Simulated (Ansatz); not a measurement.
**Ge3H (doublet): density, localisation and related maps**

Input

```
crystal:
  periodic: [false, false, false]
  atoms:
    - {symbol: Ge, position_ang: [0.747262, 1.666953, 0.369997]}
    - {symbol: Ge, position_ang: [0.985277, -0.549789, -0.646997]}
    - {symbol: Ge, position_ang: [-1.165834, 0.147148, 0.557533]}
    - {symbol: H, position_ang: [-0.566706, -1.264322, -0.280533]}
basis:
  gaussian: {orbitals: def2-TZVP, initial_orbitals: start.molden}
magnetization: {spin_polarized: true, initial_magnetization: 1}
hamiltonian: {xc: pbe0, dispersion: d4}
scf: {omitted_lower_state_checks: [starts]}
output: {forces: true, orbitals: {seedname: orbitals}}
```

Run with:

```sh
ansatz run in.yaml --threads 4 --pin off --events-out ev --progress --plain --max-ram 3916MiB
```

Geometry: PBE0-D4/def2-SVP.

Method: UKS PBE0-D4/def2-TZVP in Ansatz 0.2.0.

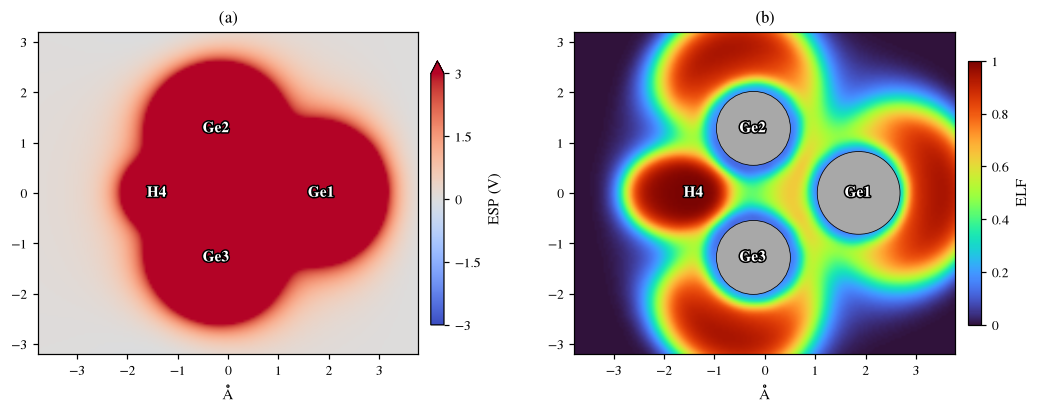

Figure 1. (a) electrostatic potential; (b) electron localisation function on the molecular plane. Grey discs cover the atomic cores in the ELF map.

> What do the fields say about this system?

Atoms in the plane: Ge and H.
Ge–Ge (2.45 Å): the ELF peaks at about 0.60 between the atoms.
Ge–H (1.75 Å): the ELF climbs to about 1 towards the hydrogen.
Ge–Ge (2.56 Å): the ELF is about 0.45 at the midpoint.
The potential has no marked negative region in this plane.

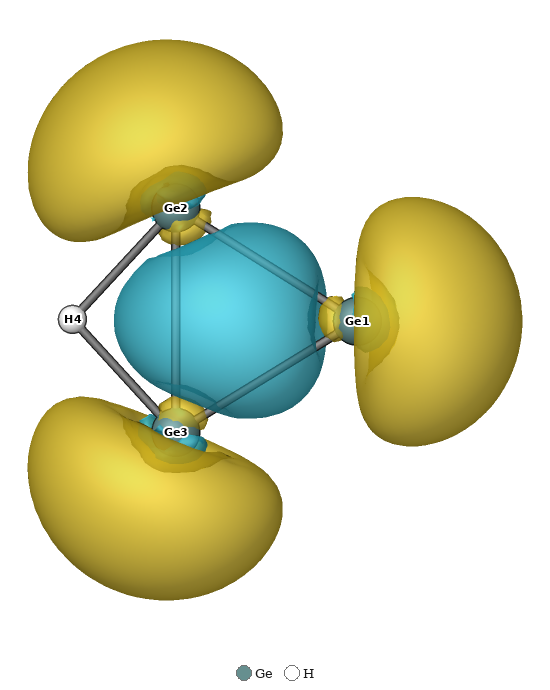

Figure 2. The HOMO (β) at ±0.08 Å⁻³ᐟ² (yellow and cyan are the two phases), seen across its widest extent.

> What is the character of this orbital?

Its weight (Hirshfeld) is mainly on Ge2 (about 35 %), Ge3 (about 35 %) and Ge1 (about 30 %); it is symmetric in the molecular plane (an in-plane orbital: σ, lone-pair or in-plane π type). Its energy is −6.34 eV.
